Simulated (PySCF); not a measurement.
## Electronic structure of C5H10NSi (SMILES CC(C)(C)[SiH-]C#N) (charge −1) in real space

Input file:

```
{"job": {"kind": "uv", "xc": "wB97X-D", "basis": "def2-SVPD", "dynamic": true, "nstates": 6, "ntriplets": 0}, "charge": -1, "multiplicity": 1}
C     -0.228362    -0.046942     1.359782
C     -0.208973     0.093495    -0.159017
C     -0.376449    -1.284542    -0.795524
C     -1.362278     0.996088    -0.595294
Si     1.461612     0.924608    -0.870683
C      2.672692    -0.234746     0.074920
N      3.424246    -0.998978     0.539438
H     -0.121192     0.933958     1.850795
H     -1.178865    -0.502213     1.715106
H      0.601290    -0.680621     1.711640
H     -0.387897    -1.219825    -1.896661
H      0.452122    -1.955007    -0.512720
H     -1.323256    -1.767240    -0.474432
H     -1.266557     2.006684    -0.161926
H     -1.390519     1.110700    -1.692393
H     -2.342033     0.587252    -0.271942
H      1.555038     2.047682     0.185948
```

Launched as:

```sh
OMP_NUM_THREADS=1 python probes_run.py task.json out
```

Geometry: PBE0-D3(BJ)/def2-SVP.

All numbers below come from wB97X-D/def2-SVPD, SCF density, gas phase (PySCF 2.14.0).

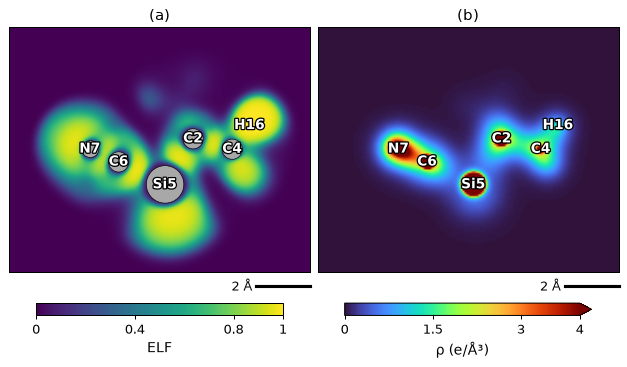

Figure 1. (a) ELF; (b) electron density on the plane of atoms C2, Si5 and C6. Grey discs cover the atomic cores in the ELF map.

### What does the map show?

The plane passes through C, Si, N and H nuclei. C–N (1.17 Å): ρ is about 3.5 e/Å³ halfway; the ELF peaks at about 0.85 between the atoms: a multiple bond. C–C (1.53 Å): the density is about 1.6 e/Å³ at the midpoint; the ELF peaks at about 0.95 between the atoms; localised, covalent bonding. C–Si (1.92 Å): ρ is about 0.78 e/Å³ halfway; the ELF peaks at about 0.95 between the atoms; a covalent bond. C–H (1.11 Å): ρ is about 1.8 e/Å³ halfway; the ELF climbs to about 1 towards the hydrogen, as it does in any bond to H (a covalent bond by its length). C–Si (2.00 Å): ρ is about 0.8 e/Å³ halfway; the ELF peaks at about 0.95 between the atoms; a shared electron pair. The ELF also peaks beside Si5 and N7, away from the bonds: lone-pair regions.

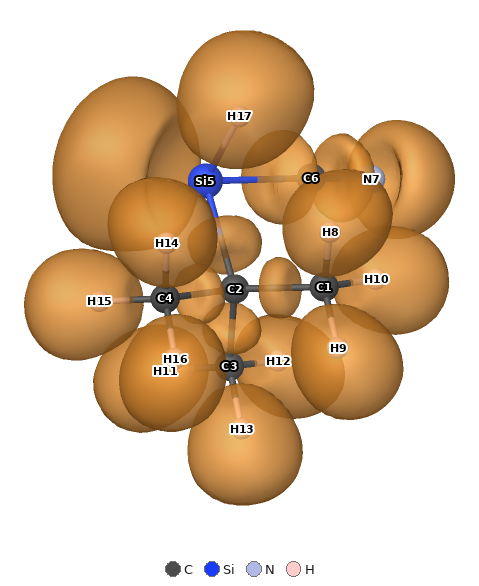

Figure 2. Isosurface of the ELF at 0.8 (orange), seen at an oblique angle. Core shells and regions of very low density are left out.

### Describe the localisation domains.

The surface consists of three regions between bonded C–C atoms (shared pairs), one region between bonded C–N atoms (shared pairs), two regions between bonded C–Si atoms (shared pairs), ten regions around hydrogen nuclei, one lobe on N, pointing away from the bonds (lone pairs) and one lobe on Si, pointing away from the bonds (lone pairs).
